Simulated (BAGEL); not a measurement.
# GeHF3 (SMILES [F][GeH]([F])[F]): a chain of runs

Wanted: the energy (HF/def2-SV(P)), then the energy (NEVPT2(2,2)/def2-SV(P)), then a single-point energy (CASPT2(2,2)/def2-SV(P)) of GeHF3. 

The calculation is run with BAGEL 1.2.2.

2 further runs of the same task are left out: 2 set aside as unsound or not needed.

## (1) The molecule

GeHF3 has 5 atoms, charge 0, and is taken as a singlet. As SMILES, `[F][GeH]([F])[F]`. One bond was lengthened or shortened from a relaxed shape.

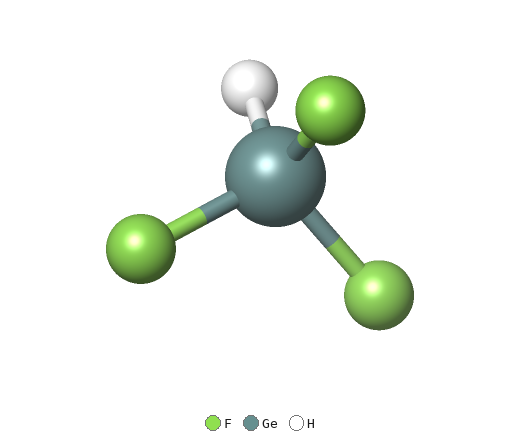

The structure, seen from a chosen angle (fluorine green, germanium teal, hydrogen white).

## (2) The energy at HF/def2-SV(P) (density fitting with svp-jkfit) (run 1)

Input file job.json:

```json
{ "bagel" : [

{
  "title" : "molecule",
  "basis" : "def2-sv_p_.json",
  "df_basis" : "svp-jkfit",
  "angstrom" : true,
  "geometry" : [
    { "atom" : "F", "xyz" : [   -0.365103,   -0.505443,    1.484800 ] },
    { "atom" : "Ge", "xyz" : [   -0.019703,    0.219957,   -0.021500 ] },
    { "atom" : "F", "xyz" : [   -0.673100,    1.515700,   -0.011300 ] },
    { "atom" : "F", "xyz" : [   -0.823403,   -0.715343,   -1.202200 ] },
    { "atom" : "H", "xyz" : [    1.469897,    0.325957,   -0.283900 ] }
  ]
},
{
  "title" : "hf"
},
{
  "title" : "print",
  "file" : "orbitals.molden",
  "orbitals" : true
}

]}
```

The basis set def2-SV(P) is read from a file made from the Basis Set Exchange's data (not shown).

The run is started by

```
$ BAGEL_NUM_THREADS=1 BAGEL job.json > job.out
```

Log:

```text
* using 1 threads per process

  ===============================================================
  ===============================================================

  *** Geometry ***

  { "atom" : "F", "xyz" : [     -0.689945,     -0.955149,      2.805865 ] },
  { "atom" : "Ge", "xyz" : [     -0.037233,      0.415658,     -0.040629 ] },
  { "atom" : "F", "xyz" : [     -1.271975,      2.864258,     -0.021354 ] },
  { "atom" : "F", "xyz" : [     -1.556006,     -1.351802,     -2.271829 ] },
  { "atom" : "H", "xyz" : [      2.777703,      0.615969,     -0.536493 ] },

  Number of auxiliary basis functions:      515

  Since a DF basis is specified, we compute 2- and 3-index integrals:
    o Being stored without compression. Storage requirement is 0.024 GB

  Number of basis functions:       76
  Number of electrons      :       60

    * METHOD: MOLECULE                             0.20

  *** RHF ***

  === Nuclear Repulsion ===
   349.7269138811

      * DIIS with orbital gradients will be used.

  === RHF iteration (def2-sv_p_.json) ===
      0      -2373.51655056          0.02515446           0.07
      1      -2373.69170692          0.01640311           0.06
      2      -2373.80028094          0.00102102           0.06
[... 9 lines of this table left out ...]
     12      -2373.80097662          0.00000001           0.06
    * SCF iteration converged.

    * Permanent dipole moment:
           (   -0.871786,    -0.473295,     0.185429) a.u.

    * METHOD: HF                                   1.00

    * METHOD: PRINT                                0.01

  ===============================================================
```

Run time: 1.4 s. Hardware: 1 thread of Arm Neoverse V2, shared host; peak memory 0.12 GiB.

## (3) A single-point energy at NEVPT2(2,2)/def2-SV(P) (density fitting with svp-jkfit) (run 2)

Input file input.json:

```json
{ "bagel" : [

{
  "title" : "molecule",
  "basis" : "def2-sv_p_.json",
  "df_basis" : "svp-jkfit",
  "angstrom" : true,
  "geometry" : [
    { "atom" : "F", "xyz" : [   -0.365103,   -0.505443,    1.484800 ] },
    { "atom" : "Ge", "xyz" : [   -0.019703,    0.219957,   -0.021500 ] },
    { "atom" : "F", "xyz" : [   -0.673100,    1.515700,   -0.011300 ] },
    { "atom" : "F", "xyz" : [   -0.823403,   -0.715343,   -1.202200 ] },
    { "atom" : "H", "xyz" : [    1.469897,    0.325957,   -0.283900 ] }
  ]
},
{
  "title" : "hf"
},
{
  "title" : "nevpt2",
  "nstate" : 1,
  "nact" : 2,
  "nclosed" : 29,
  "active" : [21, 33],
  "maxiter" : 200,
  "natocc" : true,
  "ncore" : 12
},
{
  "title" : "print",
  "file" : "orbitals.molden",
  "orbitals" : true
}

]}
```

The basis set def2-SV(P) is read from a file made from the Basis Set Exchange's data (not shown).

The run is started by

```
$ BAGEL_NUM_THREADS=1 BAGEL input.json > input.out
```

Log:

```text
* using 1 threads per process

  ===============================================================
  ===============================================================

  *** Geometry ***

[... 29 lines left out ...]
    * SCF iteration converged.
[... 1 line left out ...]
    * Permanent dipole moment:
[... 28 lines left out ...]
    * Second-order optimization converged. *
[... 9 lines left out ...]
     * ci vector, state   0, <S^2> = 0.0000
       2.     0.9977028094
       .2    -0.0677429271

  === DF-NEVPT2 calculation ===

    * 3-index integral transformation done
    * assembly done

      NEVPT2 correlation energy:   -0.7475946985      0.13

          (+0)     -0.6545377080
          (+0)'    -0.0455874735
          (+1)     -0.0101028826
          (+1)'    -0.0000000000
          (+2)     -0.0004303416
          (-1)     -0.0320780757
          (-1)'     0.0000000000
          (-2)     -0.0048582171

      NEVPT2 total energy:       -2374.5626289369

    * METHOD: NEVPT2                               5.87

    * METHOD: PRINT                                0.01

  ===============================================================
```

Run time: 7.5 s. Hardware: 1 thread of Arm Neoverse V2, shared host; peak memory 0.14 GiB.

## (4) The energy at CASPT2(2,2)/def2-SV(P) (density fitting with svp-jkfit) (run 3)

Input file caspt2.json:

```json
{ "bagel": [

{
  "title": "molecule",
  "basis": "def2-sv_p_.json",
  "df_basis": "svp-jkfit",
  "angstrom": true,
  "geometry": [
    { "atom": "F", "xyz": [   -0.365103,   -0.505443,    1.484800 ] },
    { "atom": "Ge", "xyz": [   -0.019703,    0.219957,   -0.021500 ] },
    { "atom": "F", "xyz": [   -0.673100,    1.515700,   -0.011300 ] },
    { "atom": "F", "xyz": [   -0.823403,   -0.715343,   -1.202200 ] },
    { "atom": "H", "xyz": [    1.469897,    0.325957,   -0.283900 ] }
  ]
},
{ "title": "hf" },
{ "title": "casscf", "nstate": 1, "nact": 2, "nclosed": 29, "active": [21, 33], "maxiter": 200, "natocc": true },
{ "title": "print", "file": "orbitals.molden", "orbitals": true },
{ "title": "smith", "method": "caspt2", "ms": true, "xms": true, "sssr": true, "shift": 0.2, "shift_imag": true, "ncore": 12 }

]}
```

The basis set def2-SV(P) is read from a file made from the Basis Set Exchange's data (not shown).

The run is started by

```
$ BAGEL_NUM_THREADS=1 BAGEL caspt2.json > caspt2.out
```

Log:

```text
* using 1 threads per process

  ===============================================================
  ===============================================================

  *** Geometry ***

[... 31 lines left out ...]
    * Permanent dipole moment:
[... 37 lines left out ...]
     * ci vector, state   0, <S^2> = 0.0000
[... 21 lines left out ...]
       #      aibj      arbs      arbi      airj      risj      airs      arst      rist         Etot      error   time
[... 10 lines left out ...]
      ------------------------------------------------------------------------------------------------------------------

    * CASPT2 energy : state  0    -2374.5689082063
        w/o shift correction      -2374.5673354733
        reference weight              0.8640341879

    * METHOD: SMITH                                0.68

  ===============================================================
```

It took 7.8 s on 1 thread of Arm Neoverse V2, shared host; peak memory 0.21 GiB.

## (5) Outcome

```
                                   quantity           value
         run 1, HF/def2-SV(P): total energy  -2373.80098 Eh
        run 1, HF/def2-SV(P): dipole moment          2.57 D
          run 1, HF/def2-SV(P): HOMO energy       -15.24 eV
          run 1, HF/def2-SV(P): LUMO energy         4.31 eV
        run 1, HF/def2-SV(P): HOMO–LUMO gap        19.55 eV
run 2, NEVPT2(2,2)/def2-SV(P): total energy  -2374.56263 Eh
run 3, CASPT2(2,2)/def2-SV(P): total energy  -2374.56891 Eh
```
